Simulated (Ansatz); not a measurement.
**Ligand exchange: BH(CH3)F + SiH3(OH) → BH(CH3)(SiH3) + HOF**

Species: BH(CH3)F, singlet; SiH3(OH) (silanol), singlet; BH(CH3)(SiH3), singlet; HOF (hypofluorous acid) `OF`, singlet. The partners trade F for SiH3: B–F and O–SiH3 bonds give way to B–SiH3 and O–F.

Shapes, held fixed at every level: PBE0-D4/def2-TZVP. Programs: Ansatz 0.2.0. The zero-point and thermal change to 298 K, harmonic and unscaled (PBE0-D4/def2-TZVP), is -6.3 kJ/mol.

| level | kind | ΔH(298 K) (kJ/mol) | less CCSD(T)/CBS estimate |
| --- | --- | --- | --- |
| HF/def2-SVP | Hartree–Fock | +703.3 | +27.1 |
| PBE0-D4/def2-TZVPP | global hybrid | +648.1 | -28.1 |
| B2PLYP/def2-TZVPP | double hybrid | +677.6 | +1.4 |
| MP2/def2-TZVPP | perturbation theory | +703.5 | +27.3 |
| CCSD/def2-SVP | coupled cluster or CI | +660.2 | -16.0 |
| CCSD(T)/def2-TZVPP | coupled cluster or CI | +668.6 | -7.6 |
| CCSD/def2-TZVPP | coupled cluster or CI | +677.5 | +1.3 |
| CCSD(T)/CBS estimate | coupled cluster or CI | +676.2 | 0.0 |

The highest level, CCSD(T)/CBS estimate, gives ΔH(298 K) = +676.2 kJ/mol; the levels span +648.1 to +703.5. The column of differences is taken from that level and isn't an error. No measured value is set beside it here. The CBS estimate extrapolates MP2 from def2-TZVPP and def2-QZVPP and adds CCSD(T) − MP2 in the triple-zeta set, cores frozen.

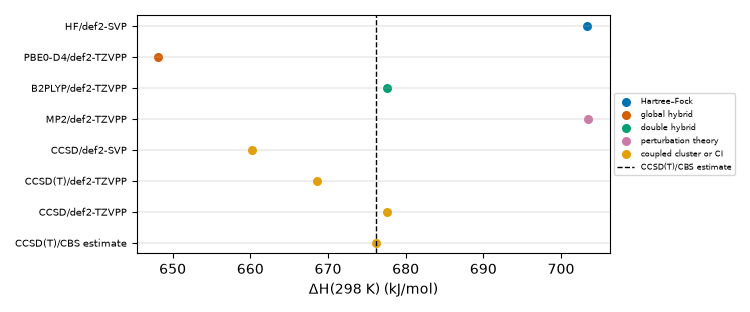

The values of the table, level by level.
